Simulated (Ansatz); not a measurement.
**[BCl2]+ (SMILES Cl[B+]Cl): levels of theory compared**

Wanted: a comparison of 6 runs (UPBE/STO-3G, MP2/STO-3G, BCCD(T)/STO-3G, CCSDT/STO-3G, CCSD/STO-3G, FCI/STO-3G) of [BCl2]+. 

Program for the calculation: Ansatz 0.2.0.

6 further runs of the same task are left out: 6 that didn't finish.

## Step 1: The system as given

[BCl2]+: 3 atoms, total charge +1, spin state singlet. SMILES: `Cl[B+]Cl`. The B2–Cl1 distance was set to 3.144 Å, away from the relaxed value. At this shape a bond of the SMILES string is far longer than usual.

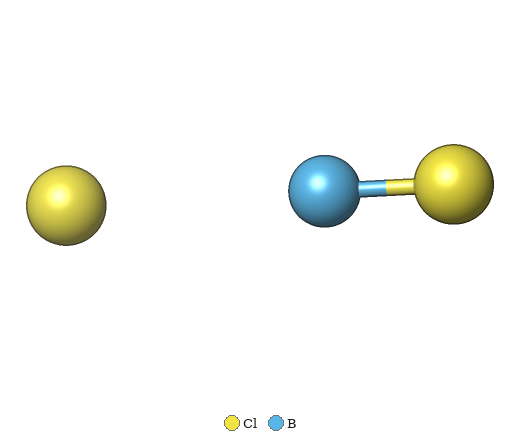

Viewed from a chosen angle; chlorine yellow, boron blue.

## Step 2: A single-point energy at UPBE/STO-3G (run 1)

The input, run.yaml:

```yaml
basis:
  gaussian:
    orbitals: STO-3G
crystal:
  periodic: [false, false, false]
  atoms:
    - symbol: Cl
      position_ang: [-2.477535, 1.531622, -1.183167]
    - symbol: B
      position_ang: [0.000740, 0.001360, 0.000550]
    - symbol: Cl
      position_ang: [1.237640, -0.767840, 0.590740]
total_charge: 1
magnetization:
  spin_polarized: true
  initial_magnetization: 0
hamiltonian:
  xc: {name: PBE}
accuracy: high
```

Launch:

```bash
$ ansatz run run.yaml --threads 1 --pin off --max-ram 2610MiB --events-out events.jsonl --progress --plain --runs-dir runs
```

The program printed:

```text
Warning: RAYON_NUM_THREADS=1 ignored (pool sized by the plan → 1); use --threads N
Functional definition: PBE
  name "PBE"
  parameter kappa = 0.804
  parameter beta = 0.06672455060314922
  exchange = pbe_x(kappa = kappa, mu = beta*pi^2/3)
  correlation = pbe_c(beta = beta)
370 factors; integrals over basis functions are off by at most 1.9e-8 eV
mean field evaluation 1: about -25399.6827 eV, gradient 2.3e1 eV
mean field evaluation 2: about -25187.3876 eV, gradient 5.2e1 eV
mean field evaluation 4: about -25199.8818 eV, gradient 3.4e1 eV
mean field evaluation 8: about -25200.1451 eV, gradient 3.6e1 eV
mean field evaluation 16: about -25414.7584 eV, gradient 8.8e-5 eV
mean field evaluation 32: about -25415.1894 eV, gradient 7.5e-1 eV
mean field evaluation 64: about -25415.1079 eV, gradient 8.7e-3 eV
mean field evaluation 96: about -25414.9999 eV, gradient 1.9e-1 eV
mean field evaluation 128: about -25415.2288 eV, gradient 3.1e-2 eV
mean field evaluation 160: about -25409.4652 eV, gradient 7.8e0 eV
mean field evaluation 192: about -25415.1772 eV, gradient 3.8e-1 eV
mean field evaluation 224: about -25415.2287 eV, gradient 1.9e-3 eV
mean field evaluation 256: about -25415.2283 eV, gradient 8.5e-2 eV
mean field evaluation 288: about -25405.9305 eV, gradient 1.7e1 eV
mean field -25415.22889557 eV, -933.9924348511 hartree, gradient 1.5e-8 eV, S^2 0.973117; 14 other end points of the search recorded, 0 dependent functions left out
reference -25415.22889727 eV, -933.9924349137 hartree; 19, 19 occupied and 4, 4 virtual orbitals, 370 factors
Total energy: -25415.22889727 eV, -933.9924349137 hartree
```

Run time: 72 s. Hardware: 1 thread of Arm Neoverse V2, shared host; peak memory 0.12 GiB.

## Step 3: A single-point energy at MP2/STO-3G (run 2)

The input, in.yaml:

```yaml
crystal:
  periodic: [false, false, false]
  atoms:
    - {symbol: Cl, position_ang: [-2.477535, 1.531622, -1.183167]}
    - {symbol: B, position_ang: [0.000740, 0.001360, 0.000550]}
    - {symbol: Cl, position_ang: [1.237640, -0.767840, 0.590740]}
basis:
  gaussian:
    orbitals: STO-3G
total_charge: 1
correlation:
  method: mp2
  frozen_orbitals: {B: 1, Cl: 5}
accuracy: high
```

Launch:

```bash
$ ansatz run in.yaml --threads 1 --pin off --max-ram 2610MiB --events-out events.jsonl --progress --plain --runs-dir runs
```

The program printed (excerpt; [...] marks lines left out):

```text
Warning: RAYON_NUM_THREADS=1 ignored (pool sized by the plan → 1); use --threads N
Functional definition: HF
  name "HF"
[...]
370 factors; integrals over basis functions are off by at most 1.9e-8 eV
[...]
mean field -25388.26215155 eV, -933.0014252873 hartree, gradient 7.6e-8 eV, S^2 0.000000; 4 other end points of the search recorded, 0 dependent functions left out; unrestricted orbitals would lower it
unrestricted determinant -25391.48968524 eV, -933.1200349627 hartree, S^2 1.0150
11 core orbitals not correlated: weight in the atoms' cores, before any rotation towards them, 1.000 or more for the frozen orbitals, at most 0.000 for the correlated occupied ones
reference -25388.26215155 eV, -933.0014252873 hartree; 8, 8 occupied and 4, 4 virtual orbitals, 370 factors
second order -3.09681493 eV of doubles, -0.00000000 eV of singles
WARN: the method's energy lies above the unrestricted determinant's, so it is not that of the lowest state
Total energy: -25391.35896648 eV, -933.1152311368 hartree
```

Run time: 0.3 s. Hardware: 1 thread of Arm Neoverse V2, shared host.

Runs 3 to 5 aren't shown in full; the table further down has their settings and results.

## Step 4: A single-point energy at FCI/STO-3G (run 6)

The input, in.yaml:

```yaml
basis:
  gaussian:
    orbitals: STO-3G
crystal:
  periodic: [false, false, false]
  atoms:
    - {symbol: Cl, position_ang: [-2.477535, 1.531622, -1.183167]}
    - {symbol: B, position_ang: [0.000740, 0.001360, 0.000550]}
    - {symbol: Cl, position_ang: [1.237640, -0.767840, 0.590740]}
accuracy: high
total_charge: 1
correlation:
  method: fci
  frozen_orbitals: {B: 1, Cl: 5}
```

Launch:

```bash
$ ansatz run in.yaml --threads 1 --pin off --max-ram 2610MiB --events-out events.jsonl --progress --plain --runs-dir runs
```

The program printed (excerpt; [...] marks lines left out):

```text
Warning: RAYON_NUM_THREADS=1 ignored (pool sized by the plan → 1); use --threads N
[... 2 set-up lines as earlier in the session ...]
[...]
370 factors; integrals over basis functions are off by at most 1.9e-8 eV
[...]
mean field -25388.26215155 eV, -933.0014252873 hartree, gradient 7.6e-8 eV, S^2 0.000000; 4 other end points of the search recorded, 0 dependent functions left out; unrestricted orbitals would lower it
unrestricted determinant -25391.48968524 eV, -933.1200349627 hartree, S^2 1.0150
11 core orbitals not correlated: weight in the atoms' cores, before any rotation towards them, 1.000 or more for the frozen orbitals, at most 0.000 for the correlated occupied ones
reference -25388.26215155 eV, -933.0014252873 hartree; 8, 8 occupied and 4, 4 virtual orbitals, 370 factors
state -25393.13287022 eV, -933.1804208969 hartree
Total energy: -25393.13287022 eV, -933.1804208969 hartree
```

Wall time 1 s (1 thread of Arm Neoverse V2, shared host).

## Step 5: All runs side by side

| run | level | frozen core orbitals | energy (Eh) | wall time |
| --- | --- | --- | --- | --- |
| 1 | UPBE/STO-3G | – | -933.992435 | 72 s |
| 2 | MP2/STO-3G | 11 | -933.115231 | 0.3 s |
| 3 | BCCD(T)/STO-3G | 11 | -933.180117 | 0.3 s |
| 4 | CCSDT/STO-3G | 11 | -933.180258 | 0.42 s |
| 5 | CCSD/STO-3G | 11 | -933.171361 | 0.26 s |
| 6 | FCI/STO-3G | 11 | -933.180421 | 1 s |

## Step 6: Results

| quantity | value |
| --- | --- |
| run 6: total energy | -933.18042 Eh |
| run 6: correlation energy (11 core orbitals frozen) | -179.0 mEh |

**Reading.** Against full CI in this basis: MP2 +65.2 mEh; BCCD(T) +0.3 mEh; CCSDT +0.2 mEh; CCSD +9.1 mEh. In run 5 the T1 diagnostic is large, so a single reference may not serve. In runs 2, 3, 4, 5 the log says that unrestricted orbitals would lower the reference, so the values rest on an unstable closed-shell determinant (other closed-shell runs at this shape may share the fault). In runs 1, 2, 3, 4, 5, 6 the basis is minimal, so the values are rough. Spin contamination of the reference: run 1 ⟨S²⟩ = 0.97. Where it is this large, the reference is a mixture of spin states, and values that rest on it are in doubt. All runs together took 75 s, the longest 72 s.
